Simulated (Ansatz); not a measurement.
YN: pressure series

The parent structure is YN in the rock salt structure (space group Fm-3m, No. 225; a = 4.8562 Å).

Cell and atoms are relaxed at each pressure.

Level of theory: PBEsol, PAW, 420 eV (Ansatz, a first-principles code; without spin-orbit coupling).

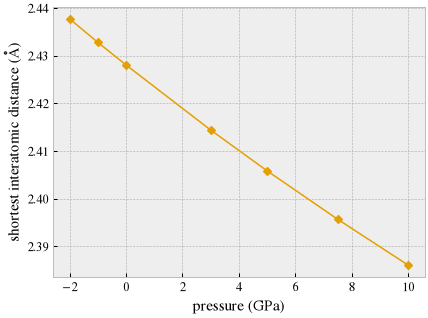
Shortest interatomic distance against pressure

```json
[
 {"pressure (GPa)": "-2", "shortest interatomic distance": "2.438 Å"},
 {"pressure (GPa)": "-1", "shortest interatomic distance": "2.433 Å"},
 {"pressure (GPa)": "3", "shortest interatomic distance": "2.414 Å"},
 {"pressure (GPa)": "5", "shortest interatomic distance": "2.406 Å"},
 {"pressure (GPa)": "7.5", "shortest interatomic distance": "2.396 Å"},
 {"pressure (GPa)": "10", "shortest interatomic distance": "2.386 Å"}
]
```

A case with no gap was solved on a k-mesh chosen for an insulator, which is coarse for it. Load acts through the strain it causes; cell and atoms are relaxed under it. Whether these cells are dynamically stable was not tested. No other phases were tried under pressure. The base started in P3_121 and relaxed to Fm-3m at this level. The final runs are not spin-polarised.
